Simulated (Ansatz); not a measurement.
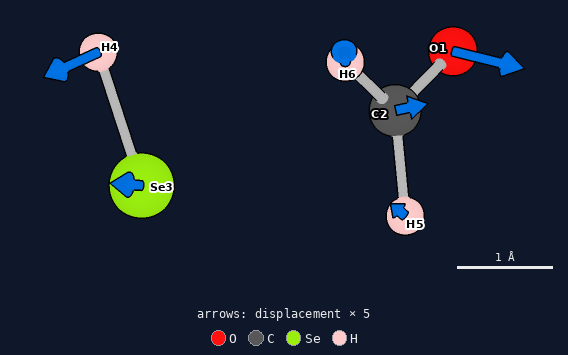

A relaxation of CH$_{3}$OSe (charge −1). The starting structure is drawn; blue arrows show the displacements, 5 times their true length. The two geometries are superimposed by the best rigid fit.

The picture is a ball-and-stick view, seen face on.

It is one of the separated reactants of a reaction.

All numbers below come from Ansatz, RKS PBE0-D4/def2-TZVPD.

Input file:
```yaml
crystal:
  periodic: [false, false, false]
  atoms:
    - {symbol: O, position_ang: [-0.088467, 1.759625, -0.607604]}
    - {symbol: C, position_ang: [0.386694, 0.823519, 0.047801]}
    - {symbol: Se, position_ang: [-0.401807, -1.815237, -0.594153]}
    - {symbol: H, position_ang: [-1.723399, -1.582528, 0.051755]}
    - {symbol: H, position_ang: [1.391781, 0.379466, -0.182721]}
    - {symbol: H, position_ang: [-0.042038, 0.495931, 1.030964]}
basis:
  gaussian: {orbitals: def2-TZVPD}
total_charge: -1
hamiltonian: {xc: pbe0, dispersion: d4}
relax: {f_tol: 0.005, max_steps: 200}
```

Run as
```bash
ansatz run in.yaml --threads 2 --pin off --events-out ev --progress --plain --max-ram 4352MiB
```

Question: What did the optimiser do to the structure, and how much energy did it gain?

Answer: Over 10 accepted moves (12 points after the start) the energy falls by 0.039 eV. Largest force component: 1.2 eV/Å at the start, 0.0027 eV/Å at the end. The line search rejected the trial steps at points 1, 10 of the run. The atom that moves furthest after the best rigid fit is O1 (0.17 Å). Largest moves by element: O 0.17 Å, H 0.15 Å, Se 0.08 Å, C 0.07 Å. Among the contacts that change: C2–Se3 2.828 → 2.971 Å, O1–C2 1.238 → 1.214 Å, C2–H5 1.123 → 1.104 Å, Se3–H4 1.489 → 1.472 Å.

Limits of the set-up: the start holds two separate molecules, 2.8 Å apart at their closest, whose relative position is a soft coordinate.
